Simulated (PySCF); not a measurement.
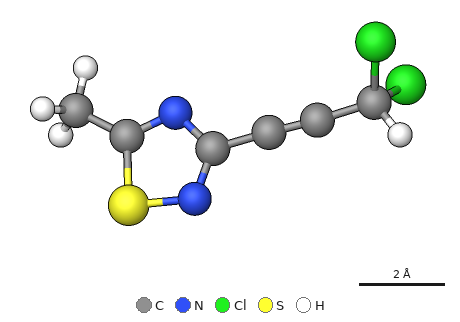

This is the input geometry for a relaxation of C$_{6}$H$_{4}$Cl$_{2}$N$_{2}$S. Style: ball-and-stick. Shown at a tilt.

The start comes from GFN2-xTB.

Theory: PBE0-D3(BJ)/def2-SVP geometry optimisation, gas phase in PySCF 2.14.0, density-fitted response routines.

```xyz
15

C    -3.5081   -0.0593    0.1659
C    -2.1245   -0.5719    0.1388
N    -1.0540    0.1414    0.1668
C     0.0441   -0.6551    0.1271
C     1.3395   -0.1030    0.1480
C     2.4645    0.3275    0.1642
C     3.7668    0.9207    0.1861
Cl    3.9699    2.0017   -1.2307
Cl    3.9822    1.8685    1.6941
N    -0.1443   -1.9545    0.0704
S    -1.7312   -2.2879    0.0609
H    -4.0468   -0.3762   -0.7262
H    -4.0386   -0.4471    1.0346
H    -3.4895    1.0264    0.2100
H     4.5655    0.1768    0.1493
```

### What does the optimiser find from here?

After 5 geometry steps the energy has fallen by 1.73 kcal/mol. Largest force component: 1.1 eV/Å at the start, 0.016 eV/Å at the end. Cl8 moves most after the best rigid fit: 0.23 Å. Largest moves by element: Cl 0.23 Å, H 0.12 Å, N 0.09 Å, S 0.09 Å, C 0.08 Å. Near-neighbour distances that change, for instance: N10–S11 1.622 → 1.650 Å, C2–S11 1.762 → 1.739 Å, C4–C5 1.408 → 1.428 Å, C2–N3 1.287 → 1.301 Å. Bond angles that change, for instance: C4–N10–S11 110.1° → 107.6°, C5–C6–C7 176.4° → 178.5°.

Final geometry:

```xyz
15

C    -3.5392   -0.0806    0.1952
C    -2.1463   -0.5974    0.1340
N    -1.0758    0.1389    0.1943
C     0.0329   -0.6595    0.1051
C     1.3404   -0.0854    0.1425
C     2.4482    0.4044    0.1733
C     3.7837    0.9545    0.2053
Cl    4.1372    1.8623   -1.2921
Cl    4.0174    1.9835    1.6475
N    -0.1175   -1.9621   -0.0178
S    -1.7362   -2.2790   -0.0310
H    -4.1012   -0.3451   -0.7131
H    -4.0801   -0.4971    1.0582
H    -3.5048    1.0119    0.2887
H     4.5369    0.1587    0.2693
```

The end point in the same view:

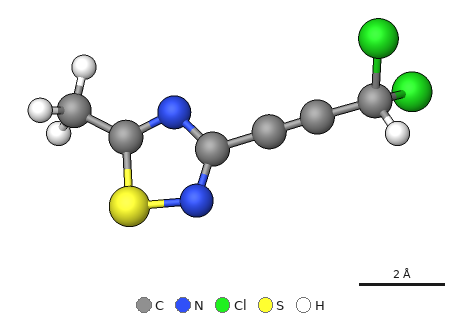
